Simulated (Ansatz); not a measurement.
# InSiH3ClO (SMILES [SiH3][O][In][Cl]) at UPBE-QIDH/def2-SVP (core potential)

What is the vertical ionisation energy of InSiH3ClO at UPBE-QIDH/def2-SVP (core potential)? 

Program for the calculation: Ansatz 0.2.0.

113 further runs of the same task are left out: 113 set aside as unsound or not needed.

## (1) Starting point

InSiH3ClO: 7 atoms, total charge 0, spin state doublet. As SMILES, `[SiH3][O][In][Cl]`. The shape is that of a PBE0-D4/def2-TZVP optimisation. This is one conformer, not always the lowest.

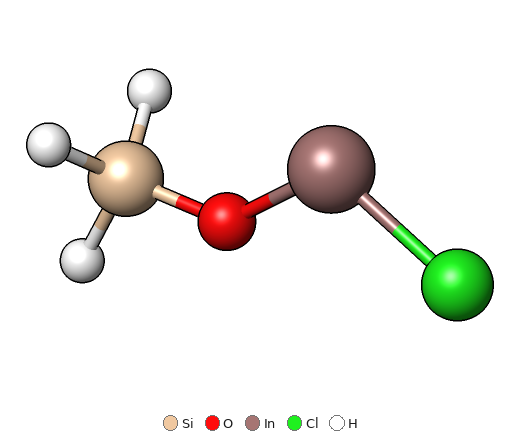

The structure, seen from a chosen angle (silicon light orange, oxygen red, indium brown, chlorine green, hydrogen white).

## (2) A single-point energy at UPBE-QIDH/def2-SVP (core potential)

input.yaml

```yaml
crystal:
  periodic: [false, false, false]
  atoms:
    - {symbol: Si, position_ang: [0.016600, 1.144600, 0.460800]}
    - {symbol: O, position_ang: [0.203700, -0.441600, 0.114500]}
    - {symbol: In, position_ang: [-0.437600, -1.723300, -1.270600]}
    - {symbol: Cl, position_ang: [0.330700, -3.933200, -1.041200]}
    - {symbol: H, position_ang: [0.496200, 2.009500, -0.655300]}
    - {symbol: H, position_ang: [0.803700, 1.457800, 1.681900]}
    - {symbol: H, position_ang: [-1.413400, 1.486100, 0.709900]}
basis:
  gaussian:
    orbitals: def2-SVP
magnetization:
  spin_polarized: true
  initial_magnetization: 1
correlation:
  frozen_orbitals: {Cl: 5, H: 0, In: 4, O: 1, Si: 5}
output:
  orbitals: {seedname: orbitals}
accuracy: high
hamiltonian:
  xc: {name: PBE-QIDH}
```

The run is started by

```
$ ansatz run input.yaml --threads 1 --pin off --max-ram 3480MiB --events-out events.jsonl --progress --plain --runs-dir runs
```

What it wrote:

```text
Warning: RAYON_NUM_THREADS=1 ignored (pool sized by the plan → 1); use --threads N
Functional definition: PBE-QIDH
  name "PBE-QIDH"
  parameter a = 3^(-1/3)
  parameter c = 1/3
  exchange = (1 - a)*pbe_x + a*exact_x
  correlation = (1 - c)*pbe_c + c*(mp2_os + mp2_ss)
2009 factors; integrals over basis functions are off by at most 8.1e-9 eV
mean field evaluation 1: about -27631.1229 eV, gradient 3.1e1 eV
mean field evaluation 2: about -27631.1930 eV, gradient 3.1e1 eV
mean field evaluation 4: about -27635.4588 eV, gradient 3.1e0 eV
mean field evaluation 8: about -27635.5546 eV, gradient 1.2e-1 eV
mean field evaluation 16: about -27635.5551 eV, gradient 1.0e-3 eV
mean field -27635.55509068 eV, -1015.5879175305 hartree, gradient 8.3e-8 eV, S^2 0.757685; 0 other end points of the search recorded, 0 dependent functions left out
15 core orbitals not correlated: weight in the atoms' cores, before any rotation towards them, 1.000 or more for the frozen orbitals, at most 0.000 for the correlated occupied ones
reference -27635.55509195 eV, -1015.5879175770 hartree; 17, 16 occupied and 59, 60 virtual orbitals, 2009 factors
second order -15.00070000 eV of doubles, -0.00000000 eV of singles
Total energy: -27640.55532528 eV, -1015.7716727627 hartree
```

Run time: 19 s. Hardware: 1 thread of Arm Neoverse V2, shared host; peak memory 0.52 GiB.

## (3) The singlet cation at the same level

molecule.yaml

```yaml
basis:
  gaussian:
    orbitals: def2-SVP
crystal:
  periodic: [false, false, false]
  atoms:
    - {symbol: Si, position_ang: [0.016600, 1.144600, 0.460800]}
    - {symbol: O, position_ang: [0.203700, -0.441600, 0.114500]}
    - {symbol: In, position_ang: [-0.437600, -1.723300, -1.270600]}
    - {symbol: Cl, position_ang: [0.330700, -3.933200, -1.041200]}
    - {symbol: H, position_ang: [0.496200, 2.009500, -0.655300]}
    - {symbol: H, position_ang: [0.803700, 1.457800, 1.681900]}
    - {symbol: H, position_ang: [-1.413400, 1.486100, 0.709900]}
total_charge: 1
hamiltonian:
  xc: {name: PBE-QIDH}
correlation:
  frozen_orbitals: {Cl: 5, H: 0, In: 4, O: 1, Si: 5}
accuracy: high
output: {orbitals: {seedname: orbitals}}
```

The run is started by

```
$ ansatz run molecule.yaml --threads 1 --pin off --max-ram 3480MiB --events-out events.jsonl --progress --plain --runs-dir runs
```

What it wrote, shortened:

```text
Warning: RAYON_NUM_THREADS=1 ignored (pool sized by the plan → 1); use --threads N
Functional definition: PBE-QIDH
  name "PBE-QIDH"
[...]
2005 factors; integrals over basis functions are off by at most 8.1e-9 eV
[...]
mean field -27626.40417199 eV, -1015.2516274713 hartree, gradient 8.0e-8 eV, S^2 0.000000; 0 other end points of the search recorded, 0 dependent functions left out
15 core orbitals not correlated: weight in the atoms' cores, before any rotation towards them, 1.000 or more for the frozen orbitals, at most 0.000 for the correlated occupied ones
reference -27626.40417328 eV, -1015.2516275186 hartree; 16, 16 occupied and 60, 60 virtual orbitals, 2005 factors
second order -15.45120525 eV of doubles, -0.00000000 eV of singles
Total energy: -27631.55457502 eV, -1015.4409012918 hartree
```

It took 13 s on 1 thread of Arm Neoverse V2, shared host; peak memory 0.34 GiB.

## (4) What came out

At UPBE-QIDH/def2-SVP (core potential), 15 core orbitals frozen:

| quantity | value |
| --- | --- |
| doublet InSiH3ClO: total energy | -1015.77167 Eh |
| doublet InSiH3ClO: HOMO energy (SCF part's orbitals) (highest over α and β) | -8.69 eV |
| doublet InSiH3ClO: LUMO energy (SCF part's orbitals) (lowest over α and β) | -2.38 eV |
| doublet InSiH3ClO: ⟨S²⟩ | 0.758 |
| singlet cation: total energy | -1015.44090 Eh |
| singlet cation: HOMO energy (SCF part's orbitals) | -15.14 eV |
| singlet cation: LUMO energy (SCF part's orbitals) | -9.53 eV |
| singlet cation: HOMO–LUMO gap (SCF part's orbitals) | 5.61 eV |
| vertical ionisation energy (to the singlet cation) | 9.001 eV |

What this shows: The vertical ionisation energy comes to 9.00 eV (208 kcal/mol). Only the singlet of the ionised species was computed; a triplet could lie lower.
